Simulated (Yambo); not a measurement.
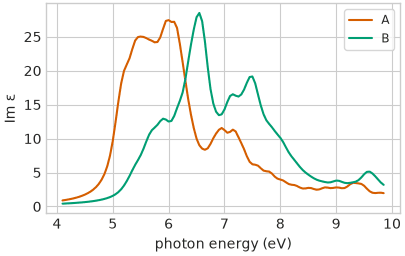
Figure: Two computed absorption spectra of BeTe (zinc blende, space group F-43m, No. 216) (Yambo, PBEsol bands with the same scissor, field along x)

Problem. Which curve includes the electron-hole attraction (BSE)?

Solution. Curve A: the attraction moves weight to lower energy (centre of the plotted range 6.3 eV against 7.0 eV). Settings: 10×10×10 mesh, 3 valence and 4 conduction bands, static screening with 24 bands and a 4 Ry block, scissor 1.64 eV, Tamm-Dancoff. The scissor comes from a G0W0 run whose convergence isn't established. Broadening 0.15 eV. The band window holds all transitions up to 9.9 eV. On this mesh the peak heights and the fine structure are mesh artefacts; only the shift of weight is robust.

The standard potential for Te keeps a d shell in the valence without the s and p states of that shell. In tests on such compounds this moved G0W0 gaps by up to about 0.9 eV, so absolute quasiparticle energies here are unreliable; differences between settings are what counts.

Spin-orbit coupling is not included.

Geometry relaxed with PBEsol; primitive cell a = b = c = 3.965 Å, α = β = γ = 60.00°.
